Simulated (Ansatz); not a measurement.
## Zr, response to strain

The parent structure is Zr in the hcp (Mg type) structure (space group P6_3/mmc, No. 194; a = 3.244 Å, c = 5.158 Å; relaxed with 0.1 eV smearing). Axes: x lies along a and z along c of the hexagonal cell.

Strains are applied to the cell and any free atomic positions relax.

The values are results of r2SCAN (Ansatz, an electronic-structure program; PAW; 500 eV plane waves; no SOC), not measurements.

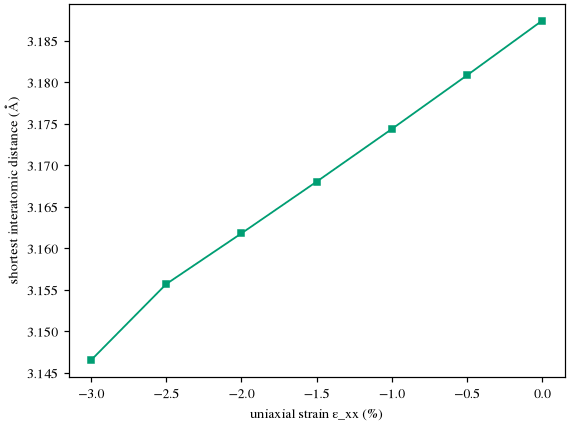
Figure: Shortest interatomic distance against uniaxial strain ε_xx

| uniaxial strain ε_xx (%) | shortest interatomic distance |
|---|---|
| -3 | 3.147 Å |
| -2.5 | 3.156 Å |
| -2 | 3.162 Å |
| -1.5 | 3.168 Å |
| -1 | 3.174 Å |
| -0.5 | 3.181 Å |

Stability against distortions was not tested. All final runs are without spin polarisation.
